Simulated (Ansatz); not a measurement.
**C3H3F3 (SMILES FCC=C(F)F): levels of theory compared**

We compute a comparison of 6 runs (HF/STO-3G, HF/3-21G, HF/def2-SVP, B3LYP/6-31G*, PBE0/6-311G**, MP2/aug-cc-pVDZ) of C3H3F3. 

Program for the calculation: Ansatz 0.2.0.

6 further runs of the same task are left out: 3 for a known fault of the program, 1 that didn't finish, 2 set aside as unsound or not needed.

## (1) The system as given

C3H3F3 has 9 atoms, charge 0, and is taken as a singlet. SMILES: `FCC=C(F)F`. The coordinates come from a PBE0-D4/def2-TZVP relaxation. This is a higher conformer, about 10 kJ/mol above the lowest found by a separate search.

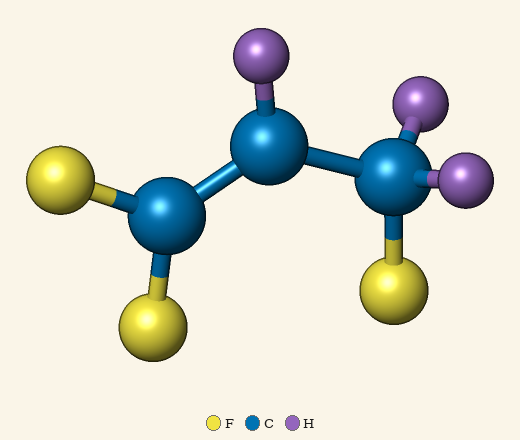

The structure, seen from a chosen angle (fluorine yellow, carbon blue, hydrogen purple).

## (2) Energy and forces at HF/STO-3G (run 1)

job.yaml

```yaml
crystal:
  periodic: [false, false, false]
  atoms:
    - symbol: F
      position_ang: [-1.029400, -1.196100, -0.990200]
    - symbol: C
      position_ang: [-0.829100, -0.794000, 0.307500]
    - symbol: C
      position_ang: [0.205000, 0.269200, 0.429700]
    - symbol: C
      position_ang: [0.870800, 0.859000, -0.543000]
    - symbol: F
      position_ang: [0.761800, 0.632200, -1.826200]
    - symbol: F
      position_ang: [1.774000, 1.795200, -0.333300]
    - symbol: H
      position_ang: [-0.532900, -1.673700, 0.891100]
    - symbol: H
      position_ang: [-1.788300, -0.436600, 0.700800]
    - symbol: H
      position_ang: [0.442100, 0.602300, 1.432600]
basis:
  gaussian:
    orbitals: STO-3G
hamiltonian:
  xc: hf
accuracy: high
output: {forces: true, orbitals: {seedname: orbitals}}
```

On the command line:

```
$ ansatz run job.yaml --threads 1 --pin off --max-ram 2610MiB --events-out events.jsonl --progress --plain --runs-dir runs
```

Log:

```text
Warning: RAYON_NUM_THREADS=1 ignored (pool sized by the plan → 1); use --threads N
Functional definition: HF
  name "HF"
  exchange = exact_x
  correlation = 0
687 factors; integrals over basis functions are off by at most 4.0e-8 eV
mean field evaluation 1: about -11098.2158 eV, gradient 3.5e1 eV
mean field evaluation 2: about -11098.4930 eV, gradient 3.5e1 eV
mean field evaluation 4: about -11102.8765 eV, gradient 2.2e0 eV
mean field evaluation 8: about -11102.9028 eV, gradient 3.2e-4 eV
mean field -11102.90275595 eV, -408.0241504633 hartree, gradient 3.0e-8 eV, S^2 0.000000; 0 other end points of the search recorded, 0 dependent functions left out
the calculation of the forces begins
reference -11102.90275595 eV, -408.0241504633 hartree; 24, 24 occupied and 9, 9 virtual orbitals, 687 factors
Total energy: -11102.90275595 eV, -408.0241504633 hartree
Atom 0 at    -1.029400    -1.196100    -0.990200 Å, force    -0.024989    -0.168798    -0.967362 eV/Å
Atom 1 at    -0.829100    -0.794000     0.307500 Å, force    -0.910994    -0.940316    -0.113662 eV/Å
Atom 2 at     0.205000     0.269200     0.429700 Å, force     1.109738     1.205727     0.767692 eV/Å
Atom 3 at     0.870800     0.859000    -0.543000 Å, force    -1.090608    -0.947797     1.786963 eV/Å
Atom 4 at     0.761800     0.632200    -1.826200 Å, force    -0.459127    -0.710388    -2.666002 eV/Å
Atom 5 at     1.774000     1.795200    -0.333300 Å, force     1.576025     1.655034     0.575901 eV/Å
Atom 6 at    -0.532900    -1.673700     0.891100 Å, force     0.017628    -0.068434     0.369082 eV/Å
Atom 7 at    -1.788300    -0.436600     0.700800 Å, force    -0.128769     0.075390     0.350583 eV/Å
Atom 8 at     0.442100     0.602300     1.432600 Å, force    -0.088904    -0.100417    -0.103195 eV/Å
Dipole moment:    -0.036742     0.004798     0.312389 e Å
```

Wall time 0.93 s (1 thread of Arm Neoverse V1, shared host); peak memory 0.083 GiB.

## (3) Energy and gradient at HF/3-21G (run 2)

input.yaml

```yaml
basis:
  gaussian:
    orbitals: 3-21G.json
crystal:
  periodic: [false, false, false]
  atoms:
    - symbol: F
      position_ang: [-1.029400, -1.196100, -0.990200]
    - symbol: C
      position_ang: [-0.829100, -0.794000, 0.307500]
    - symbol: C
      position_ang: [0.205000, 0.269200, 0.429700]
    - symbol: C
      position_ang: [0.870800, 0.859000, -0.543000]
    - symbol: F
      position_ang: [0.761800, 0.632200, -1.826200]
    - symbol: F
      position_ang: [1.774000, 1.795200, -0.333300]
    - symbol: H
      position_ang: [-0.532900, -1.673700, 0.891100]
    - symbol: H
      position_ang: [-1.788300, -0.436600, 0.700800]
    - symbol: H
      position_ang: [0.442100, 0.602300, 1.432600]
hamiltonian:
  xc: hf
accuracy: high
output:
  forces: true
  orbitals: {seedname: orbitals}
```

The basis set 3-21G is read from a file made from the Basis Set Exchange's data (not shown).

On the command line:

```
$ ansatz run input.yaml --threads 1 --pin off --max-ram 2610MiB --events-out events.jsonl --progress --plain --runs-dir runs
```

Log, cut to the lines that bear on the results:

```text
Warning: RAYON_NUM_THREADS=1 ignored (pool sized by the plan → 1); use --threads N
[... 2 set-up lines as earlier in the session ...]
[...]
1352 factors; integrals over basis functions are off by at most 1.2e-8 eV
[...]
mean field -11194.11462859 eV, -411.3761249572 hartree, gradient 4.3e-8 eV, S^2 0.000000; 0 other end points of the search recorded, 0 dependent functions left out
[...]
reference -11194.11462859 eV, -411.3761249572 hartree; 24, 24 occupied and 36, 36 virtual orbitals, 1352 factors
Total energy: -11194.11462859 eV, -411.3761249572 hartree
Atom 0 at    -1.029400    -1.196100    -0.990200 Å, force    -0.002838    -0.172130    -1.171945 eV/Å
Atom 1 at    -0.829100    -0.794000     0.307500 Å, force    -0.370640    -0.194152     1.246429 eV/Å
Atom 2 at     0.205000     0.269200     0.429700 Å, force     0.954765     0.963913    -0.241965 eV/Å
Atom 3 at     0.870800     0.859000    -0.543000 Å, force    -1.425479    -1.304379     1.759308 eV/Å
Atom 4 at     0.761800     0.632200    -1.826200 Å, force    -0.149139    -0.255907    -1.160016 eV/Å
Atom 5 at     1.774000     1.795200    -0.333300 Å, force     0.722447     0.757390     0.234651 eV/Å
Atom 6 at    -0.532900    -1.673700     0.891100 Å, force    -0.102208     0.485764    -0.153568 eV/Å
Atom 7 at    -1.788300    -0.436600     0.700800 Å, force     0.503386    -0.107596    -0.061286 eV/Å
Atom 8 at     0.442100     0.602300     1.432600 Å, force    -0.130295    -0.172904    -0.451608 eV/Å
Dipole moment:    -0.124416    -0.043021     0.634364 e Å
```

Wall time 1.4 s (1 thread of Arm Neoverse V1, shared host); peak memory 0.13 GiB.

Runs 3 to 5 aren't shown in full; the table further down has their settings and results.

## (4) Energy and forces at MP2/aug-cc-pVDZ (run 6)

run.yaml

```yaml
crystal:
  periodic: [false, false, false]
  atoms:
    - {symbol: F, position_ang: [-1.029400, -1.196100, -0.990200]}
    - {symbol: C, position_ang: [-0.829100, -0.794000, 0.307500]}
    - {symbol: C, position_ang: [0.205000, 0.269200, 0.429700]}
    - {symbol: C, position_ang: [0.870800, 0.859000, -0.543000]}
    - {symbol: F, position_ang: [0.761800, 0.632200, -1.826200]}
    - {symbol: F, position_ang: [1.774000, 1.795200, -0.333300]}
    - {symbol: H, position_ang: [-0.532900, -1.673700, 0.891100]}
    - {symbol: H, position_ang: [-1.788300, -0.436600, 0.700800]}
    - {symbol: H, position_ang: [0.442100, 0.602300, 1.432600]}
basis:
  gaussian: {orbitals: aug-cc-pVDZ}
output: {forces: true, orbitals: {seedname: orbitals}}
correlation: {method: mp2, frozen_orbitals: {C: 1, F: 1, H: 0}}
accuracy: high
```

On the command line:

```
$ ansatz run run.yaml --threads 1 --pin off --max-ram 2610MiB --events-out events.jsonl --progress --plain --runs-dir runs
```

Log, cut to the lines that bear on the results:

```text
Warning: RAYON_NUM_THREADS=1 ignored (pool sized by the plan → 1); use --threads N
[... 2 set-up lines as earlier in the session ...]
[...]
3338 factors; integrals over basis functions are off by at most 3.3e-9 eV
[...]
mean field -11256.65970425 eV, -413.6746140933 hartree, gradient 3.0e-8 eV, S^2 0.000000; 0 other end points of the search recorded, 0 dependent functions left out
6 core orbitals not correlated: weight in the atoms' cores, before any rotation towards them, 1.000 or more for the frozen orbitals, at most 0.000 for the correlated occupied ones
reference -11256.65970425 eV, -413.6746140933 hartree; 18, 18 occupied and 141, 141 virtual orbitals, 3338 factors
second order -27.55146148 eV of doubles, -0.00000000 eV of singles
[...]
Total energy: -11284.21116573 eV, -414.6871116276 hartree
Atom 0 at    -1.029400    -1.196100    -0.990200 Å, force    -0.141271    -0.297821    -1.003832 eV/Å
Atom 1 at    -0.829100    -0.794000     0.307500 Å, force    -0.055172     0.067972     0.777809 eV/Å
Atom 2 at     0.205000     0.269200     0.429700 Å, force    -0.433937    -0.377549     0.772352 eV/Å
Atom 3 at     0.870800     0.859000    -0.543000 Å, force     0.012119     0.005483    -0.077671 eV/Å
Atom 4 at     0.761800     0.632200    -1.826200 Å, force    -0.120677    -0.225852    -1.156926 eV/Å
Atom 5 at     1.774000     1.795200    -0.333300 Å, force     0.806687     0.838682     0.207292 eV/Å
Atom 6 at    -0.532900    -1.673700     0.891100 Å, force     0.073238    -0.203775     0.115933 eV/Å
Atom 7 at    -1.788300    -0.436600     0.700800 Å, force    -0.220426     0.084052     0.071366 eV/Å
Atom 8 at     0.442100     0.602300     1.432600 Å, force     0.079438     0.108808     0.293678 eV/Å
Dipole moment:    -0.101075    -0.035156     0.511026 e Å
```

Run time: 54 s. Hardware: 1 thread of Arm Neoverse V1, shared host; peak memory 0.86 GiB.

## (5) All runs side by side

| run | level | Cartesian functions | frozen core orbitals | energy (Eh) | dipole moment (D) | HOMO energy (eV) | LUMO energy (eV) | wall time |
| --- | --- | --- | --- | --- | --- | --- | --- | --- |
| 1 | HF/STO-3G | no | – | -408.024150 | 1.51 | -7.91 | 8.41 | 0.93 s |
| 2 | HF/3-21G | no | – | -411.376125 | 3.11 | -10.47 | 4.88 | 1.4 s |
| 3 | HF/def2-SVP | no | – | -413.295671 | 2.92 | -10.54 | 4.75 | 6 s |
| 4 | B3LYP/6-31G* (Cartesian functions) | yes | – | -415.595691 | 2.15 | -6.90 | 0.83 | 13 s |
| 5 | PBE0/6-311G** | no | – | -415.300886 | 2.41 | -7.43 | 0.73 | 16 s |
| 6 | MP2/aug-cc-pVDZ | no | 6 | -414.687112 | 2.51 | -10.49 | 0.82 | 54 s |

## (6) Results

| quantity | value |
| --- | --- |
| run 6: total energy | -414.68711 Eh |
| run 6: dipole moment (correlated density) | 2.51 D |
| run 6: HOMO energy (Hartree–Fock orbitals) | -10.49 eV |
| run 6: LUMO energy (Hartree–Fock orbitals) | 0.82 eV |
| run 6: HOMO–LUMO gap (Hartree–Fock orbitals) | 11.31 eV |
| run 6: correlation energy (6 core orbitals frozen) | -1012.5 mEh |
| run 6: largest force on an atom | 1.185 eV/Å |

In words: The dipole moment (its size) runs from 1.51 D (HF/STO-3G) to 3.11 D (HF/3-21G). Over runs 1, 2, 3, 4, 5 the HOMO–LUMO gap runs from 7.73 eV (B3LYP/6-31G*) to 16.32 eV (HF/STO-3G). The two ends differ in method and basis. Totals of different functionals can't be ranked against each other. In run 1 the basis is minimal, so the values are rough. All runs together took 92 s, the longest 54 s.
